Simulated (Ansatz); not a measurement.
```xyz
10

C    -1.343    1.188    1.068
C    -0.282    0.720    0.395
Cl    1.396    1.106    1.047
O    -0.327    0.042   -0.789
Si    0.846   -1.217   -1.026
H    -1.225    1.811    1.953
H    -2.351    0.954    0.720
H     0.264   -2.000   -2.089
H     1.001   -2.005    0.175
H     2.105   -0.649   -1.450
```

Where will the first 7 clear peaks of this molecule's radial distribution curve from gas electron diffraction lie, and which pairs make them?

Answer. Peak 1, 1.09 Å: C–H 1.09 Å (×2)
Peak 2, 1.37 Å: C–C 1.34 Å, O–C 1.37 Å, Si–H 1.44 Å (×3), not resolved
Peak 3, 1.78 Å: Si–O 1.74 Å, Cl–C 1.84 Å, not resolved
Peak 4, 2.71 Å: O···H 2.49–2.68 Å (×4), Si···C 2.65 Å, Cl···O 2.73 Å, Cl···C 2.74 Å, not resolved; in its flanks O···C 2.41 Å
Peak 5, 3.16 Å: Cl···H 3.13–3.26 Å (×2), Cl···Si 3.16 Å, not resolved
Peak 6, 3.85 Å: C···H 3.72–4.06 Å (×2), Cl···H 3.76 Å, Si···C 3.87 Å, not resolved; in its flanks Si···H 4.24 Å
Peak 7, 4.65 Å: Cl···H 4.56 Å, C···H 4.65–4.77 Å (×2), Si···H 4.73 Å, not resolved

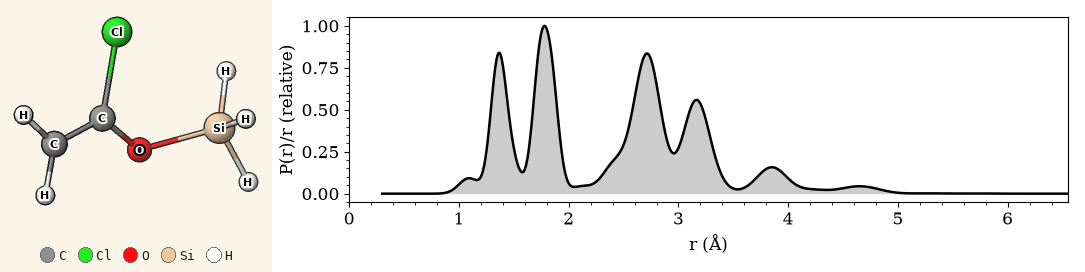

Simulated gas electron diffraction: radial distribution curve of C₂H₅ClOSi. Each pair of atoms contributes with weight ZᵢZⱼ/r; damping constant 0.001 Å²; vibrational amplitudes assumed, not computed: 0.05 Å for bonds, 0.078 Å for bonds to H, 0.06 + 0.015 r up to 0.15 Å for other pairs. The geometry is the end point of an optimisation (Ansatz 0.2.0, RKS PBE0-D4/STO-3G); it may be a saddle point or a higher isomer.
